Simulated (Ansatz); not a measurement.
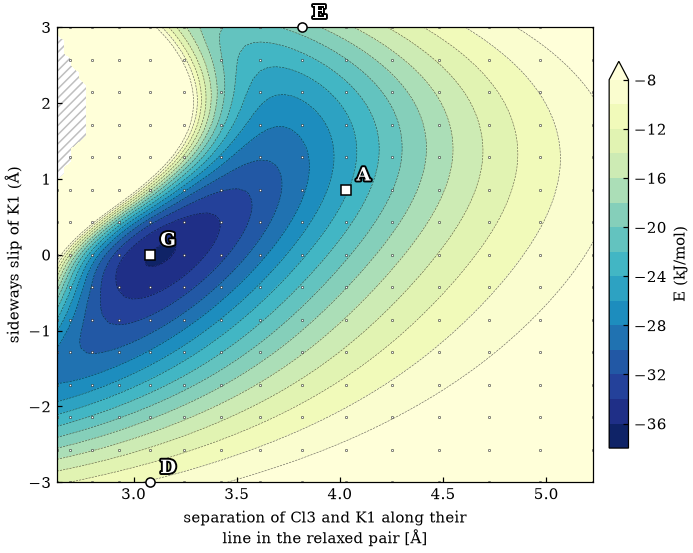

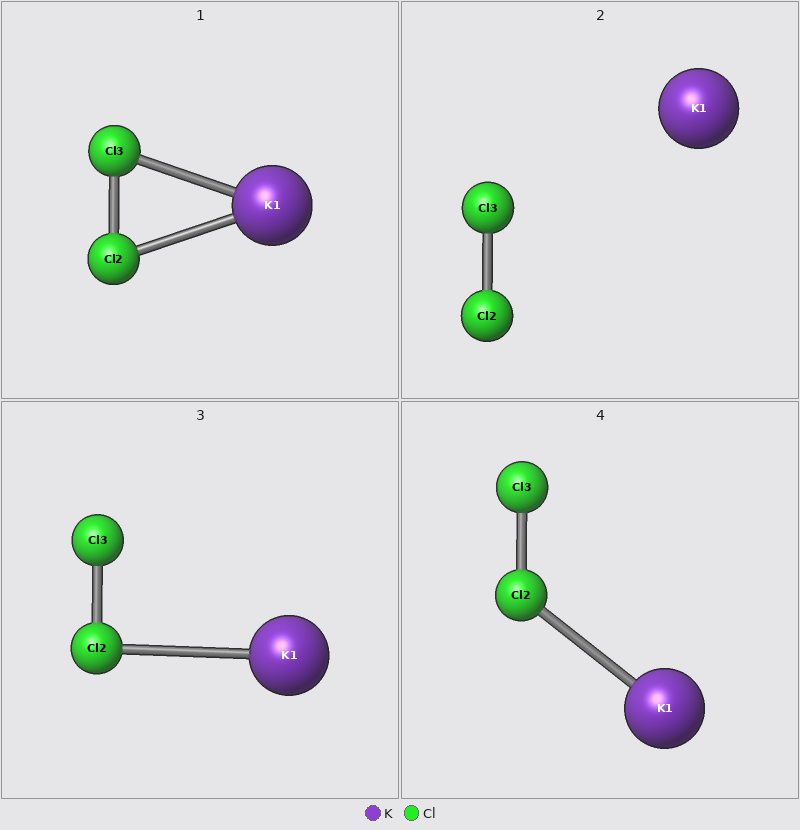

Cl2K, charge +1. Coordinates scanned: (1) separation of Cl3 and K1 along their line in the relaxed pair; (2) sideways slip of K1. Nothing is relaxed (both partners rigid). Grid: 15 × 15 points. At 6 points there is no value (left out of the scan, as a rule where atoms come close). Points are written as (first, second). All energies are given in kJ/mol relative to the ion and the molecule far apart, frozen as in the relaxed pair, each in its own basis (no counterpoise correction). Method: RKS SPW92 (LDA)/def2-TZVPD in Ansatz.

Drawn: filled contours, dots at the grid points, one colour for all values above the top of the scale, hatched blanks where no value was computed, lettered points. Between grid points the surface is interpolated. The numbered pictures are the structures at these points, in random order.

Which structure belongs to which point?

Answer. A is structure 3: (4.028 Å, 0.86 Å), −24.3 kJ/mol; D is structure 2: (3.077 Å, −3.00 Å), −9.8 kJ/mol; E is structure 4: (3.815 Å, 3.00 Å), −19.0 kJ/mol; G is structure 1: (3.077 Å, 0.00 Å), −36.1 kJ/mol.
